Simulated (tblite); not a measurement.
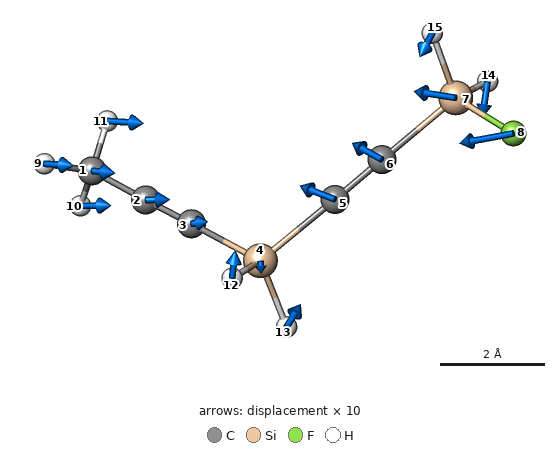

This is a relaxation of C5H7FSi2. The starting structure is drawn; blue arrows show the displacements, magnified 10 times. The two geometries are superimposed by the best rigid fit.

The picture is a ball-and-stick view, seen at a tilt.

Level of theory: GFN2-xTB geometry optimisation, gas phase in tblite. 

Q: Describe the change and its energy.

A: The largest move after the best rigid fit is that of F8, 0.12 Å. By element the largest moves are F 0.12 Å, Si 0.10 Å, C 0.09 Å, H 0.08 Å. Among the contacts that change: Si4–H13 1.505 → 1.469 Å, Si7–H14 1.489 → 1.456 Å, C6–Si7 1.875 → 1.844 Å, Si7–H15 1.481 → 1.456 Å. Among the angles between lasting bonds that change: H14–Si7–H15 109.3° → 115.7°, H12–Si4–H13 106.9° → 112.5°, C3–Si4–C5 111.6° → 107.5°. After 50 geometry steps the energy has fallen by 2.72 kcal/mol. Cost: 0.28 s on 1 thread of Arm Neoverse V2, with other jobs on the host.
